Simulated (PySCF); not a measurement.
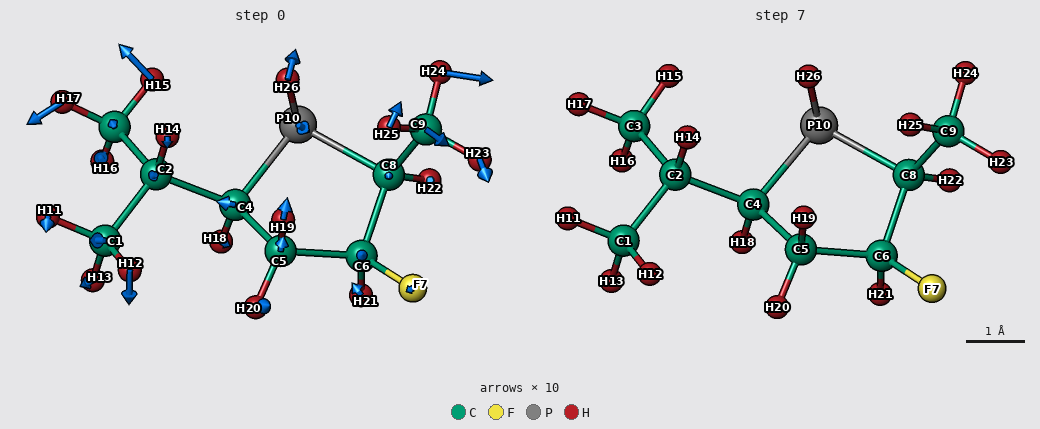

The structure of C8H16FP before (left) and after (right) a relaxation, at one scale. The blue arrows give the displacements, magnified 10 times.

The picture is a ball-and-stick view, seen at a tilt.

The start comes from GFN2-xTB. Its atoms were then displaced at random by about 0.01 Å.

The calculation used PySCF 2.14.0, density-fitted response routines, PBE0-D3(BJ)/def2-SVP geometry optimisation, gas phase. 

### Describe what moved and what it gained.

After 7 geometry steps the energy has fallen by 5.02 kcal/mol. H24 moves most after the best rigid fit: 0.095 Å. Largest moves by element: H 0.095 Å, C 0.054 Å, P 0.037 Å, F 0.015 Å. Among the contacts that change: C1–H12 1.058 → 1.100 Å, P10–H26 1.393 → 1.433 Å, C3–H16 1.067 → 1.103 Å, C2–C4 1.565 → 1.532 Å. Bond angles that change, for instance: H12–C1–H13 111.8° → 107.9°, H24–C9–H25 110.9° → 107.6°, C8–C9–H23 107.3° → 110.5°. Cost: 7.1 min on 1 thread of Arm Neoverse N1, with other jobs on the host.
